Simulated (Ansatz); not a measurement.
Input file:

```
crystal:
  periodic: [false, false, false]
  atoms:
    - { symbol: Si, position_ang: [0.0, 0.0, 0.0] }
    - { symbol: "N", position_ang: [1.1383, 0.0, 1.6687] }
    - { symbol: H, position_ang: [0.2613, -0.2713, 2.1987] }
    - { symbol: H, position_ang: [2.0153, 0.2713, 2.1987] }
    - { symbol: H, position_ang: [1.6341, 0.0, 0.2923] }
    - { symbol: H, position_ang: [-0.6877, 1.1914, -0.4862] }
    - { symbol: Cl, position_ang: [-1.0032, -1.7381, -0.7093] }
basis:
  gaussian: { orbitals: def2-SVP }
hamiltonian:
  xc: pbe0
  dispersion: d4
relax:
  f_tol: 0.15
  max_steps: 25
  restrain:
    - { distance: [1, 4], at: 1.06, k: 30.0 }
    - { distance: [0, 1], at: 3.02, k: 30.0 }
    - { distance: [0, 4], at: 2.66, k: 30.0 }
output:
  orbitals: {}
```

Command:

```sh
ansatz run input.yaml --threads 1 --pin off --max-ram 2048MiB --backend cpu --events-out ev --progress --plain --runs-dir out
```

The fields are those of the run's last geometry, not of the input's.

Not at a stationary point (largest force 1.4 eV/Å).

Level of theory: RKS PBE0-D4/def2-SVP in Ansatz 0.2.0.

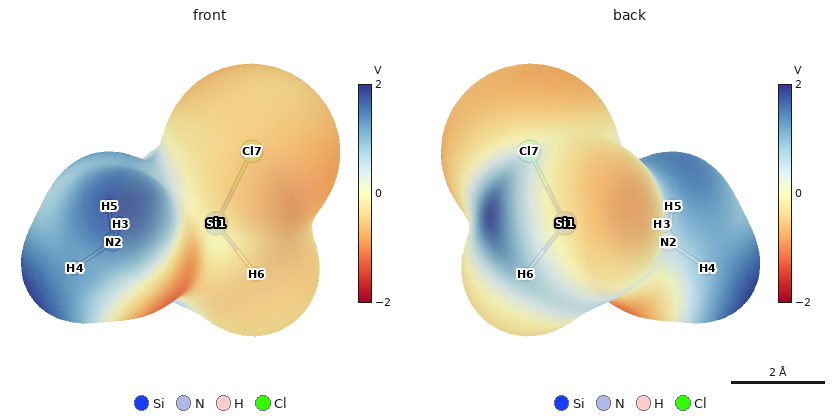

ClHSi···NH$_{3}$. The electrostatic potential painted on the density surface at 0.002 e/bohr³, seen from the front and from behind; red is negative and blue positive.

Which sites attract a positive test charge, and which a negative one?

A positive charge is drawn to the negative regions and a negative charge to the positive ones. The most negative region (about −1.1 V) lies over N2, the most positive (about +1.9 V) over Si1 and H4. N2 is the likeliest acceptor of a hydrogen bond.
